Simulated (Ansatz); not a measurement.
The calculation's input:

```
crystal:
  periodic: [false, false, false]
  atoms:
    - {symbol: C, position_ang: [0.155442, 2.854589, 2.151384]}
    - {symbol: C, position_ang: [-0.993090, 0.876124, 1.767050]}
    - {symbol: C, position_ang: [-2.309526, -0.993511, 1.446486]}
    - {symbol: C, position_ang: [-2.999175, -0.550263, 0.170536]}
    - {symbol: O, position_ang: [-0.868856, 1.943111, 2.550118]}
    - {symbol: O, position_ang: [-0.321706, 0.611403, 0.800747]}
    - {symbol: O, position_ang: [-1.988658, 0.114316, 2.257356]}
    - {symbol: O, position_ang: [-3.300493, 0.581283, -0.102270]}
    - {symbol: O, position_ang: [-3.245131, -1.613452, -0.614943]}
    - {symbol: H, position_ang: [1.138573, 2.360757, 2.156741]}
    - {symbol: H, position_ang: [0.131733, 3.669814, 2.883466]}
    - {symbol: H, position_ang: [-0.043149, 3.239483, 1.140274]}
    - {symbol: H, position_ang: [-1.417216, -1.585455, 1.185088]}
    - {symbol: H, position_ang: [-2.996722, -1.624397, 2.029420]}
    - {symbol: H, position_ang: [-3.692320, -1.273994, -1.410134]}
basis:
  gaussian: {orbitals: def2-SVPD}
hamiltonian: {xc: pbe0}
magnetization: {spin_polarized: false}
output: {forces: true, orbitals: {seedname: orbitals}}
```

Launched as:

```sh
ansatz run input.yaml --threads 4 --pin off --max-ram 7830MiB --events-out events.jsonl --progress --plain --runs-dir runs
```

Geometry: r2SCAN-D4/def2-SVP.

Computed with isolated molecule in a Gaussian basis; Kohn-Sham density functional theory, functional PBE0 in Ansatz.

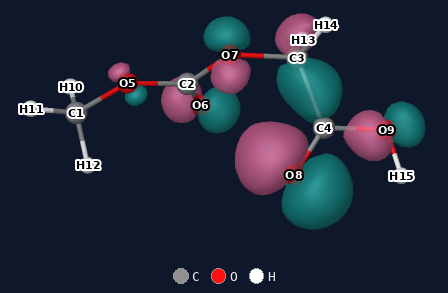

C4H6O5 (SMILES COC(=O)OCC(=O)O). One frontier orbital at ±0.15 Å⁻³ᐟ² (teal and pink are the two phases), seen across its widest extent.

**Which orbital is it: HOMO or LUMO?**

The HOMO, at −8.54 eV. It lies mainly on O8 (about 55 %), C4 (about 10 %), O9 (about 10 %), C3 (about 10 %) and O6 (about 5 %).
